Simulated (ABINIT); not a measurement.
Band structure of Rh (Fm-3m, 1 atom in the cell).

```xyz
1
Lattice="0.0000 1.8840 1.8840 1.8840 0.0000 1.8840 1.8840 1.8840 0.0000" Properties=species:S:1:pos:R:3 pbc="T T T"
Rh     0.0000     0.0000     0.0000
```

Computed with PBE, norm-conserving pseudopotentials (PseudoDojo nc-sr-05 PBE standard) (plane waves; ABINIT).

Settings: pseudos = [Rh.upf]; ecut = 44 Ha; occopt = 7; tsmear = 0.1 eV; ngkpt = 15 15 15; nshiftk = 1; shiftk = 0 0 0; potentials = PseudoDojo nc-sr-05 PBE standard; kptopt = 1; nstep = 60; tolvrs1 = 1e-11; ndtset = 2; getden2 = 1.

The starting cell comes from a database of computed structures (which also holds hypothetical and non-ambient phases and stackings), without a prior relaxation at this level. Its lattice was rescaled by a random factor within 2.5 % of one. Spin polarisation is off.

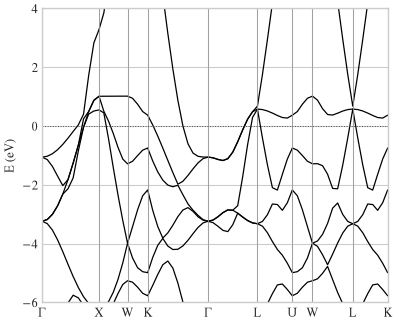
Bands along the path, energies from the Fermi level.

Levels in eV from the Fermi level, bands 5 to 12:
| point | 5 | 6 | 7 | 8 | 9 | 10 | 11 | 12 |
|---|---|---|---|---|---|---|---|---|
| Γ | -8.18 | -3.24 | -3.24 | -3.24 | -1.06 | -1.06 | 16.13 | 21.71 |
| X | -6.61 | -6.23 | 0.55 | 1.01 | 1.01 | 3.29 | 12.60 | 13.53 |
| W | -5.26 | -3.98 | -3.98 | -1.28 | 1.02 | 9.83 | 9.83 | 11.55 |
| K | -5.77 | -4.99 | -2.17 | -0.75 | 0.37 | 8.05 | 8.78 | 12.33 |
| L | -6.38 | -3.32 | -3.32 | 0.58 | 0.58 | 0.68 | 8.91 | 15.63 |
| U | -5.77 | -4.99 | -2.17 | -0.75 | 0.37 | 8.05 | 8.78 | 12.33 |

Bands cross the Fermi level along this path, so the cell is metallic at this level.
